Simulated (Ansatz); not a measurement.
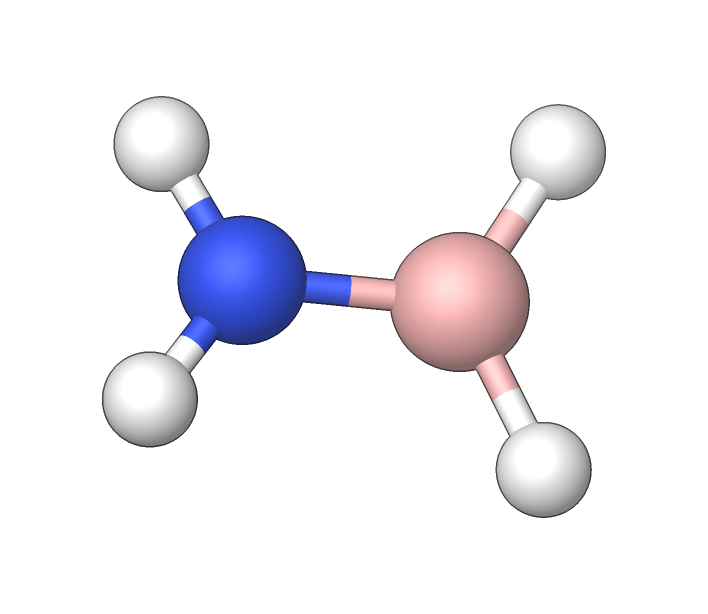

A ball-and-stick model of a molecule. Every bond is drawn as one stick, whatever its order. Colours: boron pink, hydrogen white, nitrogen blue.

The geometry was computed by an optimisation with PBE0-D4/def2-TZVP.

Question: Which formula does it have?

Answer: BH4N, 6 atoms: 1 boron, 4 hydrogen and 1 nitrogen.

Question: What is the point group of this geometry?

Answer: C2v.

More results for the same structure follow; atom numbers are the same in all pictures, views and colours differ.

Shape

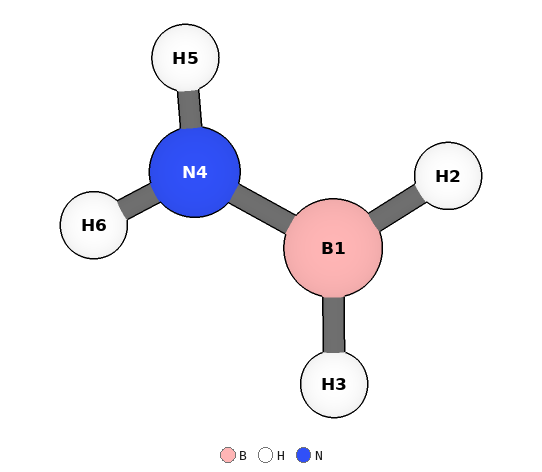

Atoms carry their numbers in the input.

Question: How are the neighbours of atom 4 arranged?

Answer: N4 has 3 neighbours (B1 at 1.38, H5 at 1.01, H6 at 1.01 Å); the arrangement is trigonal planar.

Question: Describe the coordination of atom 1.

Answer: B1 has 3 neighbours (H2 at 1.20, H3 at 1.20, N4 at 1.38 Å); the arrangement is trigonal planar.

Charges

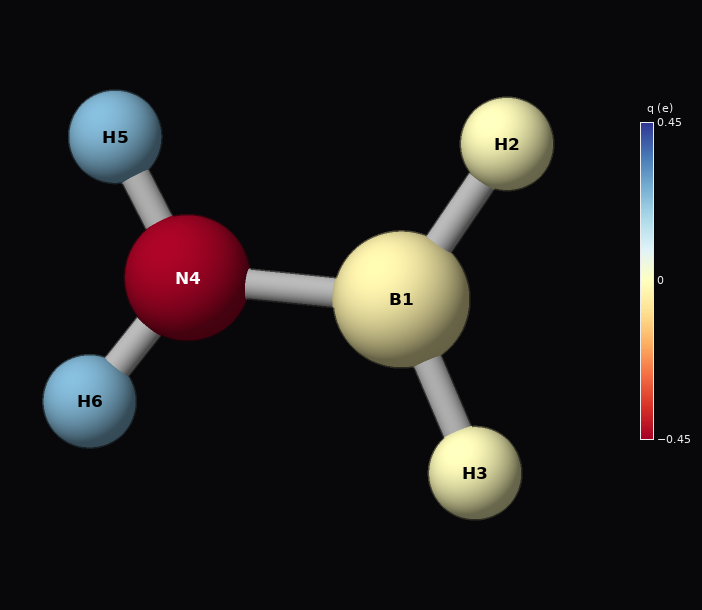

Atoms are coloured by their Mulliken charges. Properties computed with RKS PBE0-D4/def2-TZVP (Ansatz 0.2.0).

List the Mulliken charges.

```csv
atom,value (e)
B1,−0.03
H2,−0.01
H3,−0.01
N4,−0.44
H5,0.24
H6,0.24
```

Dipole moment

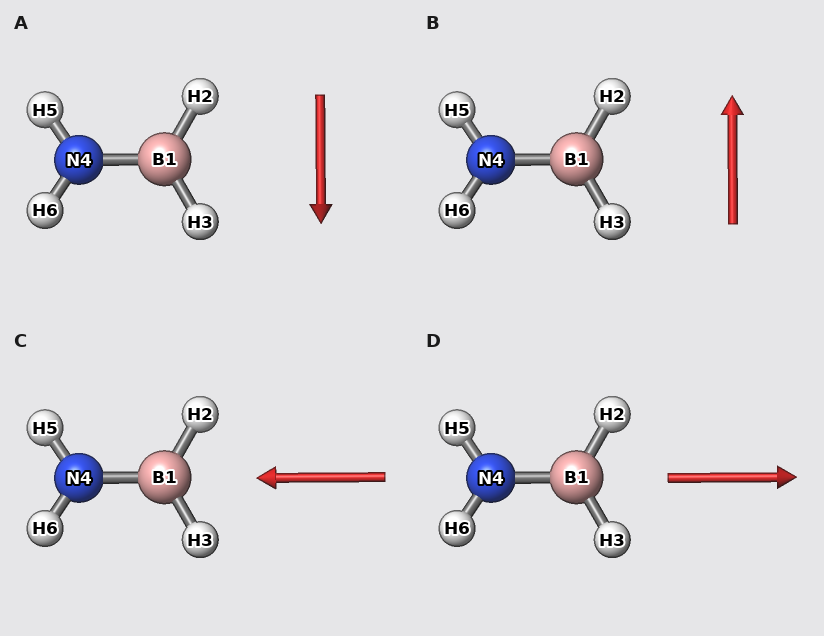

The same molecule four times, each with an arrow. Method: RKS PBE0-D4/def2-TZVP (Ansatz 0.2.0).

Question: Which arrow points along the dipole moment, from the negative to the positive end?

Answer: C. The dipole moment is 1.98 D; it points from the side of H2, H3 to the side of H5, H6 (the outermost atoms at the two ends).

Vibrations

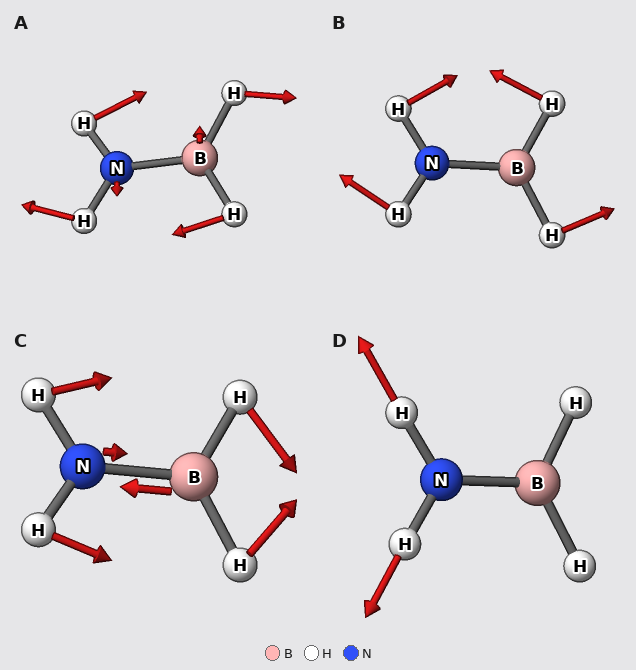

4 normal modes of one molecule or complex, as arrows. Harmonic vibrations computed with RKS PBE0-D4/def2-TZVP (Ansatz 0.2.0) at a stationary point of the same level.

Question: Match the panels to the wavenumbers 742 cm⁻¹, 1135 cm⁻¹, 1373 cm⁻¹, 3616 cm⁻¹.

Answer: A: 1135 cm⁻¹, angle bending
B: 742 cm⁻¹, angle bending
C: 1373 cm⁻¹
D: 3616 cm⁻¹, in-phase stretching of 2 N–H bonds

Mulliken values depend strongly on the basis set and can even reverse the polarity of a bond.
